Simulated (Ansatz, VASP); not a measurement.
**CeO2: VASP beside Ansatz**

Aim: how closely do two programs agree when they are given the same cell, functional and k mesh? The start cell is built, not measured: As first built, before any earlier steps moved the atoms (in the runner's words): it takes the HfO2 structure with some of its atoms replaced by other elements, volume scaled by an estimate. The cell is taken from a series of VASP runs on this material, whose earlier steps may have relaxed, scaled or displaced it; both programs get it as it stands. Other levels of theory on this material are compared in a session of their own. Valence electrons are named where the data sets of a main pair hold unlike numbers.

Program: Ansatz 0.2.0. Level of theory: plane waves, with VASP 6.6.1 beside it; band structure at PBEsol. Results are calculated unless marked as measured.

In doubt: the elements are of a kind flagged for part-filled d or f shells, though by formal charges that shell is empty here, so the flag may not apply; the elements are of a kind flagged for part-filled d or f shells, though by formal charges that shell is empty here, so the flag may not apply.

## Step 1: Starting point

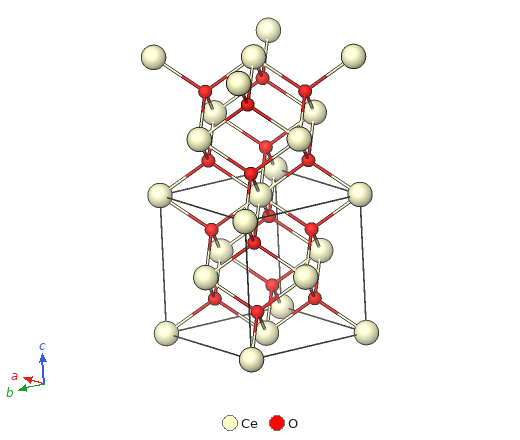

The cell as given, from a free direction (cerium light yellow, oxygen red). 1×1×2 cells are drawn. This picture shows the conventional cell, with its axes. Some periodic images of atoms are drawn too.

Coordinates:

```xyz
3
Lattice="0.0000 2.7339 2.7339 2.7339 0.0000 2.7339 2.7339 2.7339 0.0000" Properties=species:S:1:pos:R:3 pbc="T T T"
Ce    0.0000    0.0000    0.0000
O     1.3670    1.3670    1.3670
O     4.1009    4.1009    4.1009
```

## Step 2: VASP: band structure, PBEsol

A single point gives forces, pressure and levels at one fixed geometry, so differences don't come from the geometry; what else differs is listed under the comparison.

Lines of VASP's logs that name or quote its potential files are left out, and so is its time.

INCAR

```
SYSTEM = CeO2
PREC = Accurate
ENCUT = 520
EDIFF = 1E-06
NELM = 100
ISMEAR = 0
SIGMA = 0.02
LREAL = .FALSE.
ALGO = Normal
GGA = PS
NBANDS = 26
ISPIN = 2
MAGMOM = 1 0 0
LMAXMIX = 6
LORBIT = 11
LWAVE = .FALSE.
LCHARG = .FALSE.
KPAR = 4
```

POSCAR

```
CeO2
1.0
    0.0000000000      2.7339160838      2.7339160838
    2.7339160838      0.0000000000      2.7339160838
    2.7339160838      2.7339160838      0.0000000000
Ce O
1 2
Direct
    0.0000000000      0.0000000000      0.0000000000
    0.2500000000      0.2500000000      0.2500000000
    0.7500000000      0.7500000000      0.7500000000
```

KPOINTS

```
Automatic mesh
0
Gamma
4 4 4
0 0 0
```

KPOINTS_OPT

```
Line mode
16
Line-mode
Reciprocal
  0.00000000   0.00000000   0.00000000 GAMMA
  0.50000000   0.00000000   0.50000000 X

  0.50000000   0.00000000   0.50000000 X
  0.50000000   0.25000000   0.75000000 W

  0.50000000   0.25000000   0.75000000 W
  0.37500000   0.37500000   0.75000000 K

  0.37500000   0.37500000   0.75000000 K
  0.00000000   0.00000000   0.00000000 GAMMA

  0.00000000   0.00000000   0.00000000 GAMMA
  0.50000000   0.50000000   0.50000000 L

  0.50000000   0.50000000   0.50000000 L
  0.62500000   0.25000000   0.62500000 U

  0.62500000   0.25000000   0.62500000 U
  0.50000000   0.25000000   0.75000000 W

  0.50000000   0.25000000   0.75000000 W
  0.50000000   0.50000000   0.50000000 L

  0.50000000   0.50000000   0.50000000 L
  0.37500000   0.37500000   0.75000000 K

  0.62500000   0.25000000   0.62500000 U
  0.50000000   0.00000000   0.50000000 X
```

The projector-augmented-wave data sets are Ce and O (PBE family, release 64).

Run with:

```console
$ mpirun -np 4 vasp_std
```

Numbers of over 12 decimals in the logs are rounded to 6 here.

Output:

```text
[banner, memory and clock lines left out]
running    4 mpi-ranks, on    1 nodes
 distrk:  each k-point on    1 cores,    4 groups
 distr:  one band on    1 cores,    1 groups

 POSCAR found type information on POSCAR CeO
 POSCAR found :  2 types and       3 ions
|                                                                             |
|               ----> ADVICE to this user running VASP <----                  |
|                                                                             |
|     You enforced a specific xc type in the INCAR file but a different       |
|     [... a line on the potential file left out ...]
|     I HOPE YOU KNOW WHAT YOU ARE DOING!                                     |
|                                                                             |

 LDA part: xc-table for (Slater+PW92), standard interpolation
 POSCAR, INCAR and KPOINTS ok, starting setup
 FFT: planning ... GRIDC
 FFT: planning ... GRID_SOFT
 FFT: planning ... GRID
 WAVECAR not read
 entering main loop
       N       E                     dE             d eps       ncg     rms          rms(c)
DAV:   1     0.193614646257E+03    0.19361E+03   -0.10948E+04   936   0.116E+03
DAV:   2    -0.809295896259E+01   -0.20171E+03   -0.15686E+03   914   0.234E+02
DAV:   3    -0.318691054711E+02   -0.23776E+02   -0.22964E+02   960   0.939E+01
DAV:   4    -0.325268416175E+02   -0.65774E+00   -0.65502E+00  1360   0.136E+01
DAV:   5    -0.325636227682E+02   -0.36781E-01   -0.36715E-01  1128   0.192E+00    0.294E+01
DAV:   6    -0.311158635951E+02    0.14478E+01   -0.34660E+01  1146   0.352E+01    0.277E+01
DAV:   7    -0.296944073607E+02    0.14215E+01   -0.26568E+01   960   0.702E+01    0.195E+01
DAV:   8    -0.286690129593E+02    0.10254E+01   -0.19030E+00  1060   0.874E+00    0.128E+01
DAV:   9    -0.275346561291E+02    0.11344E+01   -0.13793E+00  1004   0.124E+01    0.238E+00
DAV:  10    -0.275338804562E+02    0.77567E-03   -0.17244E-01  1052   0.240E+00    0.118E+00
DAV:  11    -0.275118383933E+02    0.22042E-01   -0.38974E-02  1032   0.200E+00    0.118E+00
DAV:  12    -0.275111432767E+02    0.69512E-03   -0.86377E-03  1380   0.702E-01    0.111E+00
DAV:  13    -0.275125463158E+02   -0.14030E-02   -0.51684E-03  1212   0.851E-01    0.467E-01
DAV:  14    -0.275106931423E+02    0.18532E-02   -0.68266E-03   938   0.859E-01    0.885E-02
DAV:  15    -0.275110915387E+02   -0.39840E-03   -0.84914E-04  1262   0.232E-01    0.239E-01
DAV:  16    -0.275106621416E+02    0.42940E-03   -0.83600E-04  1042   0.286E-01    0.103E-01
DAV:  17    -0.275106575020E+02    0.46396E-05   -0.23491E-05  1092   0.264E-02    0.694E-02
DAV:  18    -0.275106422094E+02    0.15293E-04   -0.33857E-05   958   0.654E-02    0.104E-02
DAV:  19    -0.275106425934E+02   -0.38402E-06   -0.33642E-06  1132   0.911E-03
   1 F= -.27510643E+02 E0= -.27510643E+02  d E =-.441722E-63  mag=    -0.0000
 Start KPOINTS_OPT (optional k-point list driver)
k-point batch [1-8\160]
       N       E                     dE             ncg
DAV:   1     0.738995430353E+03   -0.39207E+03      904
DAV:   2    -0.793759478908E+03   -0.15328E+04      906
DAV:   3    -0.982068568011E+03   -0.18831E+03      994
DAV:   4    -0.987199187583E+03   -0.51306E+01     1354
DAV:   5    -0.987308740381E+03   -0.10955E+00     1138
DAV:   6    -0.987309304388E+03   -0.56401E-03     1230
DAV:   7    -0.987309309322E+03   -0.49335E-05     1070
DAV:   8    -0.987309309694E+03   -0.37240E-06      784
[...]
k-point batch [153-160\160]
       N       E                     dE             ncg
DAV:   1     0.618480053560E+03   -0.68601E+04      906
DAV:   2    -0.729549852451E+03   -0.13480E+04      856
DAV:   3    -0.929478068754E+03   -0.19993E+03     1080
DAV:   4    -0.935440022901E+03   -0.59620E+01     1128
DAV:   5    -0.935736901740E+03   -0.29688E+00     1378
DAV:   6    -0.935739258870E+03   -0.23571E-02     1110
DAV:   7    -0.935739281630E+03   -0.22759E-04     1306
DAV:   8    -0.935739281861E+03   -0.23106E-06      692
```

From OUTCAR (step 2):

```text
ion  position               nearest neighbor table
   1  0.000  0.000  0.000-   3 2.37   3 2.37   3 2.37   2 2.37   3 2.37   2 2.37   2 2.37   2 2.37

  LATTYP: Found a face centered cubic cell.
 ALAT       =     5.4678321676

 Subroutine GETGRP returns: Found 48 space group operations
 (whereof 48 operations were pure point group operations)

The static configuration has the point symmetry O_h .

 Found      8 irreducible k-points:

   k-points           NKPTS =      8   k-points in BZ     NKDIM =      8   number of bands    NBANDS=     26

   dimension x,y,z NGX =    30 NGY =   30 NGZ =   30
   dimension x,y,z NGXF=    60 NGYF=   60 NGZF=   60

   ENCUT  =  520.0 eV  38.22 Ry    6.18 a.u.   7.19  7.19  7.19*2*pi/ulx,y,z

   NELECT =      24.0000    total number of electrons

 k-points in reciprocal lattice and weights: Automatic mesh
   0.00000000  0.00000000  0.00000000       0.016
   0.25000000  0.00000000  0.00000000       0.125
   0.50000000  0.00000000  0.00000000       0.062
   0.25000000  0.25000000  0.00000000       0.094
   0.50000000  0.25000000  0.00000000       0.375
  -0.25000000  0.25000000  0.00000000       0.188
   0.50000000  0.50000000  0.00000000       0.047
  -0.25000000  0.50000000  0.25000000       0.094

 average (electrostatic) potential at core
       1 -77.4787       2 -68.2926       3 -68.2926

 E-fermi :   5.1205

 spin component 1
 k-point     1 :       0.0000    0.0000    0.0000
  band No.  band energies     occupation
    ...
      8       1.1327      1.00000
      9       1.1327      1.00000
     10       4.3047      1.00000
     11       4.3047      1.00000
     12       4.3047      1.00000
     13       7.0357      0.00000
     14       7.0357      0.00000
     15       7.0357      0.00000
     16       7.2974      0.00000
     17       7.6944      0.00000
    ...

 k-point     2 :       0.2500    0.0000    0.0000
  band No.  band energies     occupation
    ...
      8       1.5978      1.00000
      9       2.3971      1.00000
     10       3.8975      1.00000
     11       4.1358      1.00000
     12       4.1358      1.00000
     13       6.9776      0.00000
     14       6.9776      0.00000
     15       7.0402      0.00000
     16       7.2271      0.00000
     17       7.4185      0.00000
    ...

 k-point     3 :       0.5000    0.0000    0.0000
  band No.  band energies     occupation
    ...
      8       1.9933      1.00000
      9       3.6128      1.00000
     10       3.6793      1.00000
     11       4.0947      1.00000
     12       4.0947      1.00000
     13       6.7465      0.00000
     14       6.9128      0.00000
     15       6.9128      0.00000
     16       7.0447      0.00000
     17       7.5346      0.00000
    ...

 k-point     4 :       0.2500    0.2500    0.0000
  band No.  band energies     occupation
    ...
      8       2.0293      1.00000
      9       2.4869      1.00000
     10       2.6154      1.00000
     11       4.6203      1.00000
     12       4.6203      1.00000
     13       6.8836      0.00000
     14       7.0516      0.00000
     15       7.0516      0.00000
     16       7.1906      0.00000
     17       7.4361      0.00000
    ...

 k-point     5 :       0.5000    0.2500    0.0000
  band No.  band energies     occupation
    ...
      8       2.7219      1.00000
      9       2.8468      1.00000
     10       3.8573      1.00000
     11       4.1918      1.00000
     12       4.5977      1.00000
     13       6.8470      0.00000
     14       6.8706      0.00000
     15       7.0157      0.00000
     16       7.0603      0.00000
     17       7.1997      0.00000
    ...

 k-point     6 :      -0.2500    0.2500    0.0000
  band No.  band energies     occupation
    ...
      8       2.3831      1.00000
      9       2.9799      1.00000
     10       3.4603      1.00000
     11       3.6007      1.00000
     12       4.8841      1.00000
     13       6.8441      0.00000
     14       6.9696      0.00000
     15       7.0596      0.00000
     16       7.1572      0.00000
     17       7.2007      0.00000
    ...

  Total       -1.7518556     -1.7518556     -1.7518556     -0.0000000      0.0000000     -0.0000000
  in kB      -68.6789052    -68.6789052    -68.6789052     -0.0000000      0.0000000     -0.0000000
  external PRESSURE =     -68.6789052 kB  Pullay stress =       0.0000000 kB

  energy-cutoff  :      520.00
  volume of cell :       40.87
      direct lattice vectors                 reciprocal lattice vectors
     0.000000000  2.733916084  2.733916084    -0.182887837  0.182887837  0.182887837
     2.733916084  0.000000000  2.733916084     0.182887837 -0.182887837  0.182887837
     2.733916084  2.733916084  0.000000000     0.182887837  0.182887837 -0.182887837

 POSITION                                       TOTAL-FORCE (eV/Angst)
 -----------------------------------------------------------------------------------
      0.00000      0.00000      0.00000        -0.000000      0.000000      0.000000
      1.36696      1.36696      1.36696         0.000000      0.000000      0.000000
      4.10087      4.10087      4.10087        -0.000000     -0.000000     -0.000000
 -----------------------------------------------------------------------------------
    total drift:                                0.000000     -0.000000      0.000000

  FREE ENERGIE OF THE ION-ELECTRON SYSTEM (eV)
  ---------------------------------------------------
  free  energy   TOTEN  =       -27.5106425934 eV

  energy  without entropy=      -27.5106425934  energy(sigma->0) =      -27.51064259

 total charge
# of ion       s       p       d       f       tot
--------------------------------------------------
    1        2.009   5.786   0.866   0.944   9.606
    2        1.570   3.408   0.000   0.000   4.978
    3        1.570   3.408   0.000   0.000   4.978
--------------------------------------------------
tot          5.150  12.603   0.866   0.944  19.562

 magnetization (x)
# of ion       s       p       d       f       tot
--------------------------------------------------
    1       -0.000  -0.000  -0.000  -0.000  -0.000
    2       -0.000   0.000   0.000   0.000   0.000
    3       -0.000   0.000   0.000   0.000   0.000
--------------------------------------------------
tot         -0.000   0.000  -0.000  -0.000  -0.000

[... 5 further parts left out ...]
```

The moments of VASP's start collapse, so its state is non-magnetic. Without U or exact exchange, f electrons of an open shell come out too delocalised. Spin-orbit coupling is off here; with elements this heavy it splits and shifts levels by tenths of an eV or more. LASPH is off, so gradient terms of the non-spherical density inside the spheres are left out; for open d or f shells this can shift gaps and moments. The PAW data sets were made with PBE, which is usual practice but a small mismatch for other functionals. At this level the cell is under a tension of 6.9 GPa, so at these settings it is away from equilibrium.

(Continued in part 2 of 2.)

[Lines on the potential files, build, host, timing and source positions are cut from VASP's logs without a mark.]

[Logs are printed without paths, hosts, clocks, repeated set-up lines and the standing remarks that a program may print on its own settings, such as how far it seeks lower states.]

[Hosts, paths, dates, database ids (printed as entryN), source tags and the programs' standing remarks are cut or masked in the printed files.]
